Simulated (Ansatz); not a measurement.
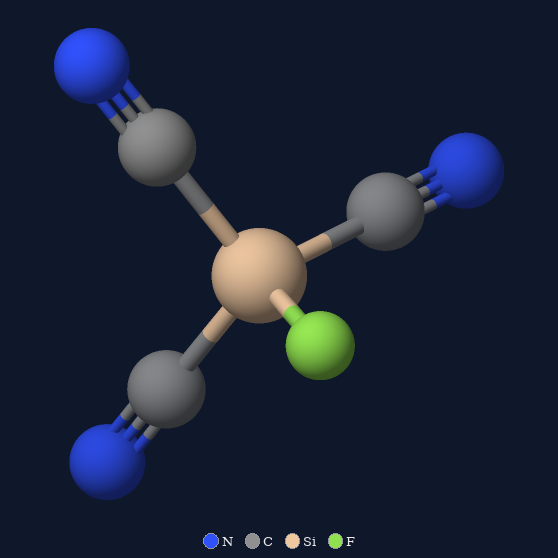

Computed geometry: PBE-D4/def2-SVP optimisation. No frequency run is at hand to confirm it as a minimum.

Give the structural formula.

SMILES: N#C[Si](F)(C#N)C#N

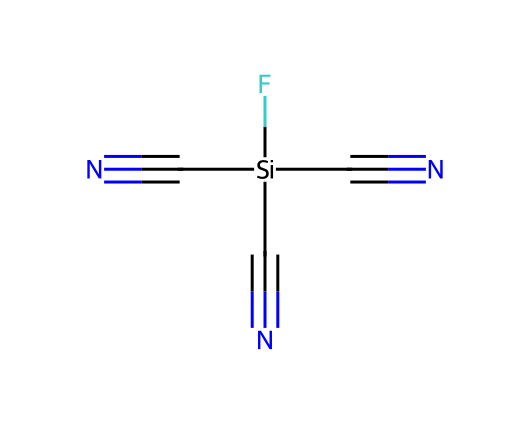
